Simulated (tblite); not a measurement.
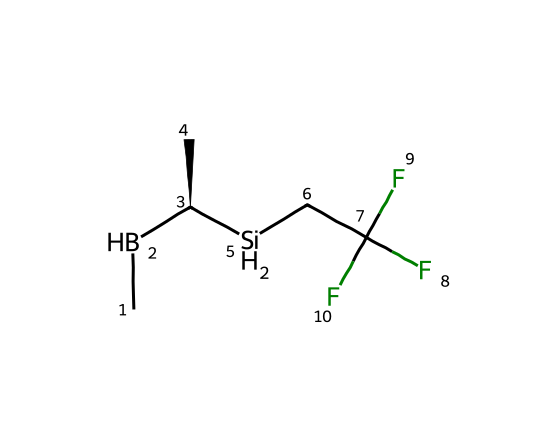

Skeletal drawing with numbered atoms; wedges and dashes mark any stereocentres. The configuration is that of a computed structure (GFN2-xTB).

### Assign CIP descriptors.

C3: S.

### Give a SMILES with the stereochemistry.

CB[C@@H](C)[SiH2]CC(F)(F)F
